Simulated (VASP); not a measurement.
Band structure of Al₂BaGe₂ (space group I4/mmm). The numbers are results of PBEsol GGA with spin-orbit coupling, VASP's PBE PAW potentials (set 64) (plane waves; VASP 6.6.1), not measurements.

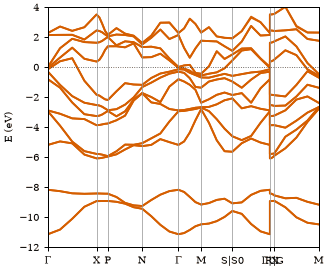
Bands along high-symmetry lines, zero at the valence-band maximum or, without a gap, the Fermi level

Question: Read the plot: is there a gap, and where are the band edges?

Answer: It has no gap at this level: it comes out as a metal or semimetal.

The structure comes from a computed database's Al2BaGe2 entry (I4/mmm); how it stands against other phases isn't given here. It was relaxed first.
